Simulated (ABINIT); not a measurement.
# SiC (Moissanite): G0W0 with ABINIT, start to end, part 2 of 3

Aim: the G0W0 gap of SiC (Moissanite) on LDA, step by step.

ABINIT 10.8.3; LDA and many-body steps on it, plane waves. Known limits of the many-body steps: not at the basis limit; coarse k mesh.

So far. Step 2 (Ground state): The gap is indirect, with the least direct gap 1.77 eV higher.

## (3) Bands along the symmetry lines

Level of this step: DFT, LDA, plane waves, norm-conserving pseudopotentials (ABINIT).

The cheap functional maps the bands first; the places of the edges decide which points the dearer methods must see.

File run.abi:

```
acell 3*1.0 Angstrom
rprim 
  3.075999999976 0.000000000005 0.000000000000
  -1.537999999993 2.663894142018 0.000000000000
  0.000000000000 0.000000000000 5.048000000000
ntypat 2
znucl 14 6
natom 4
typat 1 1 2 2
xred 
  0.333333333333 0.666666666667 0.000000000000
  0.666666666667 0.333333333333 0.500000000000
  0.333333333333 0.666666666667 0.385000000000
  0.666666666667 0.333333333333 0.885000000000
pp_dirpath "pseudos"
pseudos "Si.upf, C.upf"
ecut 37
iscf -2
irdden 1
kptopt 0
nkpt 75
kpt 
  0.00000000 0.00000000 0.00000000
  0.06250000 0.00000000 0.00000000
  0.12500000 0.00000000 0.00000000
  0.18750000 0.00000000 0.00000000
  0.25000000 0.00000000 0.00000000
  0.31250000 0.00000000 0.00000000
  0.37500000 0.00000000 0.00000000
  0.43750000 0.00000000 0.00000000
  0.50000000 0.00000000 0.00000000
  0.47916667 0.04166667 0.00000000
  0.45833333 0.08333333 0.00000000
  0.43750000 0.12500000 0.00000000
  0.41666666 0.16666666 0.00000000
  0.39583333 0.20833333 0.00000000
  0.37500000 0.25000000 0.00000000
  0.35416666 0.29166666 0.00000000
  0.33333333 0.33333333 0.00000000
  0.29166666 0.29166666 0.00000000
  0.25000000 0.25000000 0.00000000
  0.20833333 0.20833333 0.00000000
  0.16666666 0.16666666 0.00000000
  0.12500000 0.12500000 0.00000000
  0.08333333 0.08333333 0.00000000
  0.04166667 0.04166667 0.00000000
  0.00000000 0.00000000 0.00000000
  0.00000000 0.00000000 0.06250000
  0.00000000 0.00000000 0.12500000
  0.00000000 0.00000000 0.18750000
  0.00000000 0.00000000 0.25000000
  0.00000000 0.00000000 0.31250000
  0.00000000 0.00000000 0.37500000
  0.00000000 0.00000000 0.43750000
  0.00000000 0.00000000 0.50000000
  0.06250000 0.00000000 0.50000000
  0.12500000 0.00000000 0.50000000
  0.18750000 0.00000000 0.50000000
  0.25000000 0.00000000 0.50000000
  0.31250000 0.00000000 0.50000000
  0.37500000 0.00000000 0.50000000
  0.43750000 0.00000000 0.50000000
  0.50000000 0.00000000 0.50000000
  0.47916667 0.04166667 0.50000000
  0.45833333 0.08333333 0.50000000
  0.43750000 0.12500000 0.50000000
  0.41666666 0.16666666 0.50000000
  0.39583333 0.20833333 0.50000000
  0.37500000 0.25000000 0.50000000
  0.35416666 0.29166666 0.50000000
  0.33333333 0.33333333 0.50000000
  0.29166666 0.29166666 0.50000000
  0.25000000 0.25000000 0.50000000
  0.20833333 0.20833333 0.50000000
  0.16666666 0.16666666 0.50000000
  0.12500000 0.12500000 0.50000000
  0.08333333 0.08333333 0.50000000
  0.04166667 0.04166667 0.50000000
  0.00000000 0.00000000 0.50000000
  0.50000000 0.00000000 0.50000000
  0.50000000 0.00000000 0.43750000
  0.50000000 0.00000000 0.37500000
  0.50000000 0.00000000 0.31250000
  0.50000000 0.00000000 0.25000000
  0.50000000 0.00000000 0.18750000
  0.50000000 0.00000000 0.12500000
  0.50000000 0.00000000 0.06250000
  0.50000000 -0.00000000 0.00000000
  0.33333333 0.33333333 0.50000000
  0.33333333 0.33333333 0.43750000
  0.33333333 0.33333333 0.37500000
  0.33333333 0.33333333 0.31250000
  0.33333333 0.33333333 0.25000000
  0.33333333 0.33333333 0.18750000
  0.33333333 0.33333333 0.12500000
  0.33333333 0.33333333 0.06250000
  0.33333333 0.33333333 0.00000000
istwfk *1
nband 15
nbdbuf 2
tolwfr 1e-08
nstep 40
prtwf 0
prtvol 0
indata_prefix "in"
outdata_prefix "out"
tmpdata_prefix "tmp"
```

Command:

```console
OMP_NUM_THREADS=1 mpirun -n 4 abinit run.abi > log
```

Numbers of over 12 decimals in the logs are rounded to 6 here.

Log:

```text
.Version 10.8.3 of ABINIT. v10.8.2 released Aug 2026.

 Symmetries : space group P6_3 m c (#186); Bravais hP (primitive hexag.)
[... echo of the input left out ...]
== DATASET  1 ==================================================================
-   mpi_nproc: 4, omp_nthreads: 1 (-1 if OMP is not activated)

--- !DatasetInfo
iteration_state: {dtset: 1, }
dimensions: {natom: 4, nkpt: 75, mband: 15, nsppol: 1, nspinor: 1, nspden: 1, mpw: 3033, }
cutoff_energies: {ecut:  37.0, pawecutdg:  -1.0, }
electrons: {nelect:   1.60000000E+01, charge:   0.00000000E+00, occopt:   1.00000000E+00, tsmear:   1.00000000E-02, }

 Real(R)+Recip(G) space primitive vectors, cartesian coordinates (Bohr,Bohr^-1):
 R(1)=  5.8127976  0.0000000  0.0000000  G(1)=  0.1720342  0.0993240  0.0000000
 R(2)= -2.9063988  5.0340304  0.0000000  G(2)=  0.0000000  0.1986480  0.0000000
 R(3)=  0.0000000  0.0000000  9.5393375  G(3)=  0.0000000  0.0000000  0.1048291
 Unit cell volume ucvol=  2.7913818E+02 bohr^3
 Angles (23,13,12)=  9.00000000E+01  9.00000000E+01  1.20000000E+02 degrees

 getcut: wavevector=  0.0000  0.0000  0.0000  ngfft=  32  32  54
         ecut(hartree)=     37.000   => boxcut(ratio)=   2.01048

--- Pseudopotential description ------------------------------------------------
- Si Generated using ONCVPSP code by D. R. Hamann
- 14.00000   4.00000  180309                  znucl, zion, pspdat
12 -1012 2 -1 1510                            pspcod,pspxc,lmax,lloc,mmax
     nproj     2     2     2
  pspatm : epsatm=    6.67003958
         --- l  ekb(1:nproj) -->
             0    5.565958    0.856966
             1    2.726111    0.629828
             2   -2.124804   -0.444604
 pspatm: atomic psp has been read  and splines computed

- C Generated using ONCVPSP code by D. R. Hamann
-  6.00000   4.00000  180309                  znucl, zion, pspdat
12 -1012 1 -1 1234                            pspcod,pspxc,lmax,lloc,mmax
     nproj     2     2     0
  pspatm : epsatm=    4.35103003
         --- l  ekb(1:nproj) -->
[...]
pspatm: atomic psp has been read  and splines computed

--------------------------------------------------------------------------------

================================================================================
 prteigrs : about to open file out_EIG
 Non-SCF case, kpt    1 (  0.00000  0.00000  0.00000), residuals and eigenvalues=
  2.58E-09  2.79E-09  8.47E-09  1.66E-09  9.88E-09  1.27E-09  9.38E-09  4.70E-09
  6.71E-09  6.55E-09  7.28E-09  9.61E-09  4.33E-09  8.08E-09  1.18E-07
 -3.0269E-01 -1.7224E-01 -4.8163E-02  2.1498E-01  2.1498E-01  2.6212E-01
  2.6212E-01  2.7216E-01  4.4056E-01  4.9390E-01  5.0767E-01  5.0767E-01
[...]
Non-SCF case, kpt    2 (  0.06250  0.00000  0.00000), residuals and eigenvalues=
  2.77E-09  3.29E-09  5.00E-09  6.75E-09  6.42E-09  4.70E-09  8.43E-09  2.51E-09
[...]
Non-SCF case, kpt   74 (  0.33333  0.33333  0.06250), residuals and eigenvalues=
[...]
Non-SCF case, kpt   75 (  0.33333  0.33333  0.00000), residuals and eigenvalues=
[...]
-1.3474E-01 -1.3474E-01  1.5955E-02  3.3790E-02  3.3790E-02  1.2031E-01
  1.2329E-01  1.2329E-01  3.5382E-01  5.6105E-01  5.8651E-01  5.8651E-01
[...]
--- !ResultsGS
iteration_state: {dtset: 1, }
comment   : Summary of ground state results
lattice_vectors:
- [  5.8127976,   0.0000000,   0.0000000, ]
- [ -2.9063988,   5.0340304,   0.0000000, ]
- [  0.0000000,   0.0000000,   9.5393375, ]
lattice_lengths: [   5.81280,    5.81280,    9.53934, ]
lattice_angles: [ 90.000,  90.000, 120.000, ] # degrees, (23, 13, 12)
lattice_volume:   2.7913818E+02
convergence: {deltae:  0.000E+00, res2:  0.000E+00, residm:  9.994E-09, diffor:  0.000E+00, }
etotal    :  -2.06308825E+01
entropy   :   0.00000000E+00
fermie    :   2.72164904E-01
cartesian_stress_tensor: null
pressure_GPa: null
xred      :
- [  3.3333E-01,   6.6667E-01,   0.0000E+00, Si]
- [  6.6667E-01,   3.3333E-01,   5.0000E-01, Si]
- [  3.3333E-01,   6.6667E-01,   3.8500E-01,  C]
- [  6.6667E-01,   3.3333E-01,   8.8500E-01,  C]
cartesian_forces: null
force_length_stats: {min: null, max: null, mean: null, }

 Integrated electronic density in atomic spheres:
 ------------------------------------------------
 Atom  Sphere_radius  Integrated_density
[...]
================================================================================

 ----iterations are completed or convergence reached----

 Mean square residual over all n,k,spin=   53.196E-10; max=  99.936E-10
 reduced coordinates (array xred) for    4 atoms
[...]
0.333333333333      0.666666666667      0.385000000000
       0.666666666667      0.333333333333      0.885000000000

 cartesian coordinates (angstrom) at end:
    1     -3.33e-12     1.775929     0.000000
    2      1.538000     0.887965     2.524000
    3     -3.33e-12     1.775929     1.943480
    4      1.538000     0.887965     4.467480
 length scales=  1.889726125908  1.889726125908  1.889726125908 bohr
              =  1.000000000000  1.000000000000  1.000000000000 angstroms
 prteigrs : about to open file out_EIG
 Eigenvalues (hartree) for nkpt=  75  k points:
 kpt#   1, nband= 15, wtk=  1.00000, kpt=  0.0000  0.0000  0.0000 (reduced coord)
[...]
kpt#   2, nband= 15, wtk=  1.00000, kpt=  0.0625  0.0000  0.0000 (reduced coord)
[...]
kpt#   3, nband= 15, wtk=  1.00000, kpt=  0.1250  0.0000  0.0000 (reduced coord)
[...]
kpt#  74, nband= 15, wtk=  1.00000, kpt=  0.3333  0.3333  0.0625 (reduced coord)
  -0.13437   -0.13437    0.01661    0.03066    0.03066    0.11850    0.12730    0.12730
   0.35690    0.56058    0.57423    0.57423    0.61965    0.61965    0.69424
 kpt#  75, nband= 15, wtk=  1.00000, kpt=  0.3333  0.3333  0.0000 (reduced coord)
  -0.13474   -0.13474    0.01596    0.03379    0.03379    0.12031    0.12329    0.12329
   0.35382    0.56105    0.58651    0.58651    0.61282    0.61282    0.69027

== END DATASET(S) ==============================================================
================================================================================

 -outvars: echo values of variables after computation  --------
            nband          15
             nkpt          75
          spgroup         186
 [... the other variables as echoed above ...]

 Calculation completed.
```

Wall time 11 s (4 MPI ranks of Intel Xeon Platinum 8559C (Emerald Rapids), shared host); peak memory 0.32 GiB.

This step gave:

- gap: 2.222 eV
- k of the valence top: 0, 0, 0
- k of the conduction bottom: 0.3333, 0.3333, 0
- least direct gap: 3.994 eV

The gap is 2.222 eV, as in the run before at this level.

Electronic bands along the path, in eV, zero at the top of the highest filled band; v1 is the highest filled band, c1 the lowest empty one:

```
    point     v4     v3     v2     v1    c1    c2    c3    c4
        Γ  -1.56  -0.27  -0.27   0.00  4.58  6.03  6.41  6.41
        M  -5.45  -3.55  -3.29  -1.49  2.50  4.13  6.68  7.14
        K  -6.49  -4.13  -4.05  -4.05  2.22  7.86  8.55  8.55
        Γ  -1.56  -0.27  -0.27   0.00  4.58  6.03  6.41  6.41
        A  -0.96  -0.96  -0.96  -0.96  5.65  5.65  7.08  7.08
        L  -2.69  -2.69  -2.34  -2.34  3.11  3.11  4.90  4.90
        H  -5.89  -5.89  -1.76  -1.76  4.77  4.77  5.87  5.87
        A  -0.96  -0.96  -0.96  -0.96  5.65  5.65  7.08  7.08
jump to L  -2.69  -2.69  -2.34  -2.34  3.11  3.11  4.90  4.90
        M  -5.45  -3.55  -3.29  -1.49  2.50  4.13  6.68  7.14
jump to H  -5.89  -5.89  -1.76  -1.76  4.77  4.77  5.87  5.87
        K  -6.49  -4.13  -4.05  -4.05  2.22  7.86  8.55  8.55
```

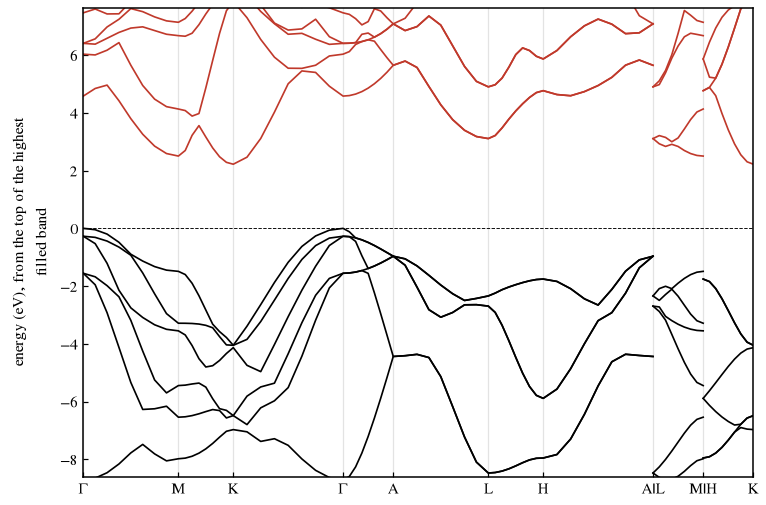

Electronic bands along the path; lines of filled and empty bands in two colours.

## (4) Empty states on the mesh, 3×3×2 mesh, 43 bands

The sums over transitions need many empty states on a uniform mesh; this step solves for them.

File run.abi:

```
acell 3*1.0 Angstrom
rprim 
  3.075999999976 0.000000000005 0.000000000000
  -1.537999999993 2.663894142018 0.000000000000
  0.000000000000 0.000000000000 5.048000000000
ntypat 2
znucl 14 6
natom 4
typat 1 1 2 2
xred 
  0.333333333333 0.666666666667 0.000000000000
  0.666666666667 0.333333333333 0.500000000000
  0.333333333333 0.666666666667 0.385000000000
  0.666666666667 0.333333333333 0.885000000000
pp_dirpath "pseudos"
pseudos "Si.upf, C.upf"
ecut 37
ngkpt 3 3 2
nshiftk 1
shiftk 0 0 0
kptopt 1
chksymbreak 0
iscf -2
irdden 1
istwfk *1
nband 43
nbdbuf 4
tolwfr 1e-09
nstep 60
prtvol 0
indata_prefix "in"
outdata_prefix "out"
tmpdata_prefix "tmp"
```

Log:

```text
.Version 10.8.3 of ABINIT. v10.8.2 released Aug 2026.

 Symmetries : space group P6_3 m c (#186); Bravais hP (primitive hexag.)
[... echo of the input left out ...]
== DATASET  1 ==================================================================
-   mpi_nproc: 4, omp_nthreads: 1 (-1 if OMP is not activated)

--- !DatasetInfo
iteration_state: {dtset: 1, }
dimensions: {natom: 4, nkpt: 6, mband: 43, nsppol: 1, nspinor: 1, nspden: 1, mpw: 3018, }
cutoff_energies: {ecut:  37.0, pawecutdg:  -1.0, }
electrons: {nelect:   1.60000000E+01, charge:   0.00000000E+00, occopt:   1.00000000E+00, tsmear:   1.00000000E-02, }

 Real(R)+Recip(G) space primitive vectors, cartesian coordinates (Bohr,Bohr^-1):
 R(1)=  5.8127976  0.0000000  0.0000000  G(1)=  0.1720342  0.0993240  0.0000000
 R(2)= -2.9063988  5.0340304  0.0000000  G(2)=  0.0000000  0.1986480  0.0000000
 R(3)=  0.0000000  0.0000000  9.5393375  G(3)=  0.0000000  0.0000000  0.1048291
 Unit cell volume ucvol=  2.7913818E+02 bohr^3
 Angles (23,13,12)=  9.00000000E+01  9.00000000E+01  1.20000000E+02 degrees

 getcut: wavevector=  0.0000  0.0000  0.0000  ngfft=  32  32  54
         ecut(hartree)=     37.000   => boxcut(ratio)=   2.01048

--- Pseudopotential description ------------------------------------------------
- Si Generated using ONCVPSP code by D. R. Hamann
- 14.00000   4.00000  180309                  znucl, zion, pspdat
12 -1012 2 -1 1510                            pspcod,pspxc,lmax,lloc,mmax
     nproj     2     2     2
  pspatm : epsatm=    6.67003958
         --- l  ekb(1:nproj) -->
             0    5.565958    0.856966
             1    2.726111    0.629828
             2   -2.124804   -0.444604
 pspatm: atomic psp has been read  and splines computed

- C Generated using ONCVPSP code by D. R. Hamann
-  6.00000   4.00000  180309                  znucl, zion, pspdat
12 -1012 1 -1 1234                            pspcod,pspxc,lmax,lloc,mmax
     nproj     2     2     0
  pspatm : epsatm=    4.35103003
         --- l  ekb(1:nproj) -->
[...]
pspatm: atomic psp has been read  and splines computed

--------------------------------------------------------------------------------

================================================================================
 prteigrs : about to open file out_EIG
 Non-SCF case, kpt    1 (  0.00000  0.00000  0.00000), residuals and eigenvalues=
  8.33E-10  2.80E-10  5.52E-10  1.93E-10  4.32E-10  3.50E-10  6.86E-10  1.59E-10
  8.61E-11  1.06E-10  1.54E-10  6.63E-10  9.58E-10  9.21E-11  1.84E-10  2.15E-10
  1.82E-10  3.24E-10  8.07E-10  2.54E-10  8.85E-10  2.38E-10  2.18E-10  2.00E-10
[...]
-3.0269E-01 -1.7224E-01 -4.8163E-02  2.1498E-01  2.1498E-01  2.6212E-01
  2.6212E-01  2.7216E-01  4.4056E-01  4.9390E-01  5.0767E-01  5.0767E-01
  5.4654E-01  5.8860E-01  5.8860E-01  6.8274E-01  6.8959E-01  6.8959E-01
  7.2897E-01  8.2176E-01  8.2176E-01  8.7136E-01  9.0002E-01  1.0127E+00
  1.0127E+00  1.0165E+00  1.1927E+00  1.1927E+00  1.2654E+00  1.2977E+00
  1.2977E+00  1.3732E+00  1.4107E+00  1.4107E+00  1.4710E+00  1.5637E+00
  1.5637E+00  1.5655E+00  1.6271E+00  1.6379E+00  1.6379E+00  1.6612E+00
  1.8166E+00
 prteigrs : prtvol=0 or 1, do not print more k-points.

--- !ResultsGS
iteration_state: {dtset: 1, }
comment   : Summary of ground state results
lattice_vectors:
- [  5.8127976,   0.0000000,   0.0000000, ]
- [ -2.9063988,   5.0340304,   0.0000000, ]
- [  0.0000000,   0.0000000,   9.5393375, ]
lattice_lengths: [   5.81280,    5.81280,    9.53934, ]
lattice_angles: [ 90.000,  90.000, 120.000, ] # degrees, (23, 13, 12)
lattice_volume:   2.7913818E+02
convergence: {deltae:  0.000E+00, res2:  0.000E+00, residm:  9.975E-10, diffor:  0.000E+00, }
etotal    :  -2.06308825E+01
entropy   :   0.00000000E+00
fermie    :   2.72164904E-01
cartesian_stress_tensor: null
pressure_GPa: null
xred      :
- [  3.3333E-01,   6.6667E-01,   0.0000E+00, Si]
- [  6.6667E-01,   3.3333E-01,   5.0000E-01, Si]
- [  3.3333E-01,   6.6667E-01,   3.8500E-01,  C]
- [  6.6667E-01,   3.3333E-01,   8.8500E-01,  C]
cartesian_forces: null
force_length_stats: {min: null, max: null, mean: null, }

 Integrated electronic density in atomic spheres:
 ------------------------------------------------
 Atom  Sphere_radius  Integrated_density
[...]
================================================================================

 ----iterations are completed or convergence reached----

 Mean square residual over all n,k,spin=   43.225E-11; max=  99.745E-11
 reduced coordinates (array xred) for    4 atoms
[...]
0.666666666667      0.333333333333      0.885000000000

 cartesian coordinates (angstrom) at end:
    1     -3.33e-12     1.775929     0.000000
    2      1.538000     0.887965     2.524000
    3     -3.33e-12     1.775929     1.943480
    4      1.538000     0.887965     4.467480
 length scales=  1.889726125908  1.889726125908  1.889726125908 bohr
              =  1.000000000000  1.000000000000  1.000000000000 angstroms
 prteigrs : about to open file out_EIG
 Eigenvalues (hartree) for nkpt=   6  k points:
 kpt#   1, nband= 43, wtk=  0.05556, kpt=  0.0000  0.0000  0.0000 (reduced coord)
[...]
1.01266    1.01652    1.19268    1.19268    1.26544    1.29772    1.29772    1.37322
   1.41065    1.41065    1.47104    1.56373    1.56373    1.56549    1.62707    1.63792
   1.63792    1.66116    1.81661
 prteigrs : prtvol=0 or 1, do not print more k-points.

== END DATASET(S) ==============================================================
================================================================================

 -outvars: echo values of variables after computation  --------
            nband          43
             nkpt           6
          spgroup         186
 [... the other variables as echoed above ...]

 Calculation completed.
```

It took 5.2 s on 4 MPI ranks; peak memory 0.28 GiB; 20 s of CPU time.

This step gave:

- gap: 2.222 eV
- k of the valence top: 0, 0, 0
- k of the conduction bottom: 0.3333, 0.3333, 0
- least direct gap: 4.311 eV
- k points computed: 6
- lowest point of the top converged band, above the valence top: 34.39 eV

On this mesh the gap is 2.222 eV.

[end of part 2 of 3]

[Paths, hosts, dates, memory and timing lines, banners, echoed tables and standing remarks are left out of the program output.]

[Logs are printed without paths, hosts, clocks, repeated set-up lines and the standing remarks that a program may print on its own settings, such as how far it seeks lower states.]

[Runs of the session that timed out or met a known fault of the program may be left out.]

[Hosts, paths, dates, database ids (printed as entryN), source tags and the programs' standing remarks are cut or masked in the printed files.]

[G0W0 gaps are taken among the corrected bands and points alone; a level outside them can change the order at an edge.]

[Where Ansatz stands beside ABINIT at settings called matched, ABINIT's density can come from a denser mesh and the files from another edition; pairs whose starting gaps differed by over 0.03 eV were left out, so agreement reads better than it is.]
